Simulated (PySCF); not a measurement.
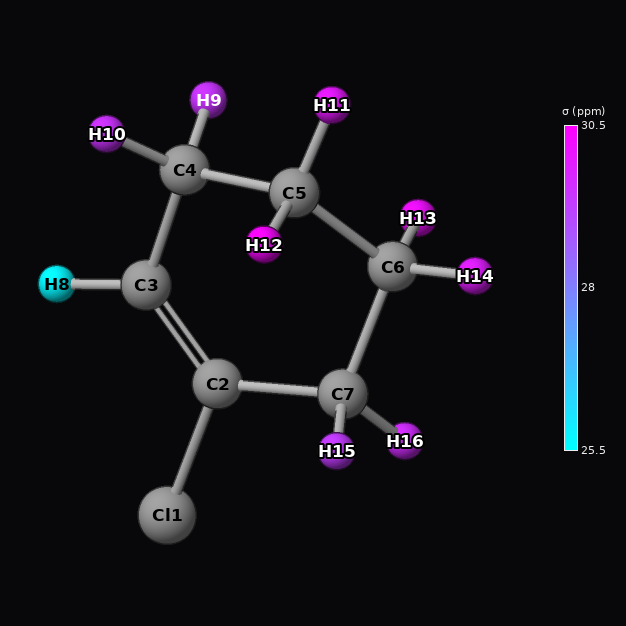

Atoms are coloured by their isotropic NMR shieldings (H only, the others grey). The computed structure is the end point of a GFN2-xTB optimisation. No frequency run is at hand to confirm it as a minimum. Method: GIAO PBE0/pcSseg-1 NMR shielding, non-relativistic, gas phase (PySCF 2.14.0).

Question: Which H atom is the most shielded (lowest chemical shift)?

Answer: H12 (30.36 ppm).

Question: Which H atom is the least shielded (highest chemical shift)?

Answer: H8 (25.66 ppm).

Question: How wide is the range of H shifts?

Answer: 4.70 ppm.

Give the isotropic NMR shieldings of the H atoms atom by atom.

| atom | σ (ppm) |
| --- | --- |
| H8 | 25.66 |
| H9 | 29.43 |
| H10 | 29.50 |
| H11 | 29.99 |
| H12 | 30.36 |
| H13 | 30.18 |
| H14 | 29.89 |
| H15 | 29.33 |
| H16 | 29.58 |
